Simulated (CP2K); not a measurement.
# CH5AlO (SMILES C[O][AlH2]) at BP86-D3(0)/IGLO-II (electric field (0.002, 0, 0) a.u., ngrids 4)

Aim: the energy difference between two shapes of CH5AlO at BP86-D3(0)/IGLO-II (electric field (0.002, 0, 0) a.u., ngrids 4), from 2 runs. 

The calculation is run with CP2K 2026.2.

2 further runs of the same task are left out: 2 set aside as unsound or not needed.

## Step 1: The molecule

CH5AlO has 8 atoms, charge 0, and is taken as a singlet. As SMILES, `C[O][AlH2]`. Geometry: a GFN2-xTB relaxation, a rough one for these elements and not checked as a minimum.

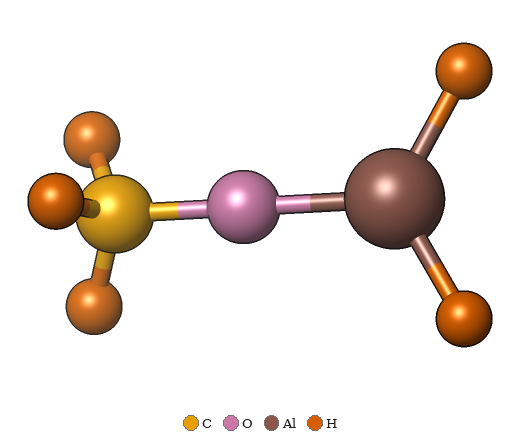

Viewed from a chosen angle; carbon amber, oxygen pink, aluminium brown, hydrogen orange.

## Step 2: Energy and one-electron properties at BP86-D3(0)/IGLO-II (electric field (0.002, 0, 0) a.u., ngrids 4)

The input, gas.inp:

```
&GLOBAL
  PROJECT gas
  RUN_TYPE ENERGY_FORCE
  PRINT_LEVEL MEDIUM
&END GLOBAL
&FORCE_EVAL
  METHOD QUICKSTEP
  &DFT
    BASIS_SET_FILE_NAME EMSL_BASIS_SETS
    POTENTIAL_FILE_NAME POTENTIAL
    CHARGE 0
    MULTIPLICITY 1
    &QS
      METHOD GAPW
      EPS_DEFAULT 1.0E-10
    &END QS
    &MGRID
      CUTOFF 280
      REL_CUTOFF 50
      NGRIDS 4
    &END MGRID
    &POISSON
      PERIODIC NONE
      POISSON_SOLVER WAVELET
    &END POISSON
    &SCF
      SCF_GUESS ATOMIC
      EPS_SCF 1.0E-06
      MAX_SCF 100
      ADDED_MOS 10
      &DIAGONALIZATION
        ALGORITHM STANDARD
      &END DIAGONALIZATION
      &MIXING
        METHOD BROYDEN_MIXING
        ALPHA 0.2
        NBUFFER 8
      &END MIXING
    &END SCF
    &XC
      &XC_FUNCTIONAL BP
      &END XC_FUNCTIONAL
      &VDW_POTENTIAL
        POTENTIAL_TYPE PAIR_POTENTIAL
        &PAIR_POTENTIAL
          TYPE DFTD3
          PARAMETER_FILE_NAME dftd3.dat
          REFERENCE_FUNCTIONAL BP86
          R_CUTOFF 15
        &END PAIR_POTENTIAL
      &END VDW_POTENTIAL
    &END XC
    &EXTERNAL_POTENTIAL
      FUNCTION A*X
      PARAMETERS A
      VALUES -0.002
      UNITS hartree*bohr^-1
    &END EXTERNAL_POTENTIAL
    &PRINT
      &MOMENTS
        PERIODIC F
        REFERENCE COM
        MAX_MOMENT 1
      &END MOMENTS
      &MO ON
        ENERGIES T
        OCCUPATION_NUMBERS T
        NDIGITS 6
        &EACH
          QS_SCF 0
        &END EACH
        ADD_LAST NUMERIC
      &END MO
      &HIRSHFELD OFF
      &END HIRSHFELD
    &END PRINT
  &END DFT
  &SUBSYS
    &CELL
      ABC [angstrom] 11.6 11.6 11.6
      PERIODIC NONE
    &END CELL
    &COORD
      UNIT bohr
      C     -1.0010635     2.2394199    -0.8083303
      O      0.0237917    -0.0581280     0.0224499
      Al     1.2288511    -2.7485689     0.9917283
      H     -2.2766853     1.9050140    -2.3948688
      H      0.5113032     3.5064624    -1.4139120
      H     -2.0536032     3.1340352     0.7264863
      H      3.9227124    -2.8103062     2.0528473
      H     -0.3552874    -5.1679096     0.8235993
    &END COORD
    &TOPOLOGY
      &CENTER_COORDINATES
      &END CENTER_COORDINATES
    &END TOPOLOGY
    &KIND C
      BASIS_SET IGLO-II
      POTENTIAL ALL
    &END KIND
    &KIND O
      BASIS_SET IGLO-II
      POTENTIAL ALL
    &END KIND
    &KIND Al
      BASIS_SET IGLO-II
      POTENTIAL ALL
    &END KIND
    &KIND H
      BASIS_SET IGLO-II
      POTENTIAL ALL
    &END KIND
  &END SUBSYS
  &PRINT
    &FORCES ON
    &END FORCES
  &END PRINT
&END FORCE_EVAL
```

The run is started by

```console
$ OMP_NUM_THREADS=1 cp2k.psmp -i gas.inp > gas.out 2>&1
```

Standard output:

```text
CP2K| version string:                                       CP2K version 2026.2
[...]
 GLOBAL| Method name                                                        CP2K
[...]
 GLOBAL| Run type                                                   ENERGY_FORCE
[...]
 DFT| Spin restricted Kohn-Sham (RKS) calculation                            RKS
 DFT| Multiplicity                                                             1
[...]
 DFT| Charge                                                                   0
[...]
 FUNCTIONAL| BECKE88:
 FUNCTIONAL| P86C:
[...]
 QS| Method:                                                                GAPW
[...]
 QS| Density cutoff [a.u.]:                                                140.0
[...]
 QS| Relative density cutoff [a.u.]:                                        25.0
[...]
                             - Atoms:                                          8
[...]
                             - Spherical basis functions:                    109
[...]
 Number of electrons:                                                         32
[...]
     1 NoMix/Diag. 0.20E+00    1.3     0.76110824      -359.0246710439 -3.59E+02
[...]
    27 Broy./Diag. 0.20E+00    1.2     0.00000085      -358.8288697942  3.05E-06
  *** SCF run converged in    27 steps ***
[...]
  Overlap energy of the core charge distribution:               0.00000258673929
  Self energy of the core charge distribution:               -215.01750288523431
  Core Hamiltonian energy:                                   -143.96842298649460
  Hartree energy:                                              67.57233457402587
  Exchange-correlation energy:                                -13.84124507557834
  Dispersion energy:                                           -0.00287813491372
[...]
  Dipole moment [Debye]
    X= -0.3591023E+00 Y=  0.1252908E+01 Z= -0.4185600E+00  Total=      1.3689136
 ENERGY| Total FORCE_EVAL ( QS ) energy [hartree]           -358.828867866742030
 FORCES| Atomic forces [hartree/bohr]
 FORCES|   Atom     x               y               z               |f|
 FORCES|      1  5.47231818E-03 -9.74147871E-03  3.01065390E-03   1.15718067E-02
 FORCES|      2 -7.33877046E-03  1.31563910E-02 -3.91425700E-03   1.55650116E-02
 FORCES|      3  3.68979183E-03 -3.96008507E-03  9.60931534E-04   5.49729269E-03
 FORCES|      4 -5.79187633E-03  1.12970601E-03 -6.23228110E-03   8.58273819E-03
 FORCES|      5  3.89929657E-03  6.46442615E-03 -2.47904019E-03   7.94600273E-03
 FORCES|      6 -4.03291073E-03  4.54948464E-03  4.07826830E-03   7.32082317E-03
 FORCES|      7  1.41957994E-02  8.43955449E-04  5.60368049E-03   1.52850978E-02
 FORCES|      8 -1.03759956E-02 -1.25945291E-02 -1.48084165E-03   1.63852476E-02
 FORCES| Sum    -2.82347174E-04 -1.52129567E-04 -4.52885722E-04
 FORCES| Total atomic force                                       5.54949375E-04
[...]
```

Run time: 34 s. Hardware: 1 thread of Arm Neoverse V2, shared host; peak memory 1.3 GiB.

Atomic charges (e):

| atom | Mulliken |
| --- | --- |
| C1 | +0.063 |
| O2 | -0.588 |
| Al3 | +0.780 |
| H4 | +0.063 |
| H5 | +0.077 |
| H6 | +0.065 |
| H7 | -0.217 |
| H8 | -0.244 |

## Step 3: The distorted shape, same level

The input, job.inp:

```
&GLOBAL
 PROJECT_NAME job
 RUN_TYPE ENERGY_FORCE
 PRINT_LEVEL MEDIUM
&END GLOBAL

&FORCE_EVAL
 METHOD QS
 &DFT
  BASIS_SET_FILE_NAME EMSL_BASIS_SETS
  POTENTIAL_FILE_NAME POTENTIAL
  CHARGE 0
  MULTIPLICITY 1
  &QS
   METHOD GAPW
   EPS_DEFAULT 1.0E-10
  &END QS
  &MGRID
   CUTOFF 280
   REL_CUTOFF 50
   NGRIDS 4
  &END MGRID
  &POISSON
   PERIODIC NONE
   POISSON_SOLVER WAVELET
  &END POISSON
  &SCF
   SCF_GUESS ATOMIC
   EPS_SCF 1.0E-06
   MAX_SCF 100
   ADDED_MOS 10
   &DIAGONALIZATION
    ALGORITHM STANDARD
   &END DIAGONALIZATION
   &MIXING
    METHOD BROYDEN_MIXING
    ALPHA 0.2
    NBUFFER 8
   &END MIXING
  &END SCF
  &XC
   &XC_FUNCTIONAL BP
   &END XC_FUNCTIONAL
   &VDW_POTENTIAL
    POTENTIAL_TYPE PAIR_POTENTIAL
    &PAIR_POTENTIAL
     TYPE DFTD3
     PARAMETER_FILE_NAME dftd3.dat
     REFERENCE_FUNCTIONAL BP86
     R_CUTOFF 15
    &END PAIR_POTENTIAL
   &END VDW_POTENTIAL
  &END XC
  &EXTERNAL_POTENTIAL
   FUNCTION A*X
   PARAMETERS A
   VALUES -0.002
   UNITS hartree*bohr^-1
  &END EXTERNAL_POTENTIAL
  &PRINT
   &MOMENTS
    PERIODIC F
    REFERENCE COM
    MAX_MOMENT 1
   &END MOMENTS
   &MO ON
    ENERGIES T
    OCCUPATION_NUMBERS T
    NDIGITS 6
    &EACH
     QS_SCF 0
    &END EACH
    ADD_LAST NUMERIC
   &END MO
   &HIRSHFELD OFF
   &END HIRSHFELD
  &END PRINT
 &END DFT
 &SUBSYS
  &CELL
   ABC [angstrom] 11.5 11.5 11.5
   PERIODIC NONE
  &END CELL
  &COORD
   UNIT bohr
   C     -0.9461348     2.2060171    -0.7827170
   O      0.0462151     0.0020881     0.0479424
   Al     1.2611257    -2.7938070     0.9647581
   H     -2.2961987     1.9586898    -2.3644045
   H      0.4560098     3.4567286    -1.4050057
   H     -2.0198772     3.1462523     0.7091103
   H      3.9097111    -2.7677855     2.0461520
   H     -0.3936602    -5.1000779     0.8521928
  &END COORD
  &TOPOLOGY
   &CENTER_COORDINATES
   &END CENTER_COORDINATES
  &END TOPOLOGY
  &KIND C
   BASIS_SET IGLO-II
   POTENTIAL ALL
  &END KIND
  &KIND O
   BASIS_SET IGLO-II
   POTENTIAL ALL
  &END KIND
  &KIND Al
   BASIS_SET IGLO-II
   POTENTIAL ALL
  &END KIND
  &KIND H
   BASIS_SET IGLO-II
   POTENTIAL ALL
  &END KIND
 &END SUBSYS
 &PRINT
  &FORCES ON
  &END FORCES
 &END PRINT
&END FORCE_EVAL
```

The run is started by

```console
$ OMP_NUM_THREADS=1 cp2k.psmp -i job.inp > job.out 2>&1
```

Standard output, cut to the lines that bear on the results:

```text
CP2K| version string:                                       CP2K version 2026.2
[...]
 GLOBAL| Method name                                                        CP2K
[...]
 GLOBAL| Run type                                                   ENERGY_FORCE
[...]
 DFT| Spin restricted Kohn-Sham (RKS) calculation                            RKS
 DFT| Multiplicity                                                             1
[...]
 DFT| Charge                                                                   0
[...]
 FUNCTIONAL| BECKE88:
 FUNCTIONAL| P86C:
[...]
 QS| Method:                                                                GAPW
[...]
 QS| Density cutoff [a.u.]:                                                140.0
[...]
 QS| Relative density cutoff [a.u.]:                                        25.0
[...]
                             - Atoms:                                          8
[...]
                             - Spherical basis functions:                    109
[...]
 Number of electrons:                                                         32
[...]
     1 NoMix/Diag. 0.20E+00    1.3     0.76547871      -359.0695888568 -3.59E+02
[...]
    25 Broy./Diag. 0.20E+00    1.2     0.00000088      -358.8241549354  5.71E-05
  *** SCF run converged in    25 steps ***
[...]
  Overlap energy of the core charge distribution:               0.00000408745760
  Self energy of the core charge distribution:               -215.01750288523431
  Core Hamiltonian energy:                                   -143.87138470228615
  Hartree energy:                                              67.49997305921431
  Exchange-correlation energy:                                -13.86921643457984
  Dispersion energy:                                           -0.00281813596423
[...]
  Dipole moment [Debye]
    X= -0.6797813E-01 Y=  0.6439083E+00 Z= -0.4045663E+00  Total=      0.7634873
 ENERGY| Total FORCE_EVAL ( QS ) energy [hartree]           -358.824151611018863
 FORCES| Atomic forces [hartree/bohr]
 FORCES|   Atom     x               y               z               |f|
 FORCES|      1 -3.69148008E-02  1.51837887E-03 -3.82618205E-03   3.71436086E-02
[...]
```

Wall time 32 s (1 thread of Arm Neoverse V2, shared host); peak memory 1.3 GiB.

Atomic charges (e):

| atom | Mulliken |
| --- | --- |
| C1 | +0.081 |
| O2 | -0.588 |
| Al3 | +0.796 |
| H4 | +0.043 |
| H5 | +0.071 |
| H6 | +0.051 |
| H7 | -0.215 |
| H8 | -0.240 |

## Step 4: Outcome

At BP86-D3(0)/IGLO-II (electric field (0.002, 0, 0) a.u., ngrids 4):

```
                                 quantity          value
                first shape: total energy  -358.82887 Eh
               first shape: dipole moment         1.37 D
           first shape: dispersion energy   -7.56 kJ/mol
    first shape: largest force on an atom     0.843 eV/Å
            distorted shape: total energy  -358.82415 Eh
           distorted shape: dipole moment         0.76 D
       distorted shape: dispersion energy   -7.40 kJ/mol
distorted shape: largest force on an atom     2.140 eV/Å
   energy change with the atoms displaced       0.128 eV
```

**Reading.** With the atoms displaced the energy rises by 0.13 eV (3.0 kcal/mol). The first shape isn't relaxed at this level, so the change isn't measured from a minimum. The largest force (first shape) is 0.84 eV/Å: the shape isn't a stationary point for this species at this level.
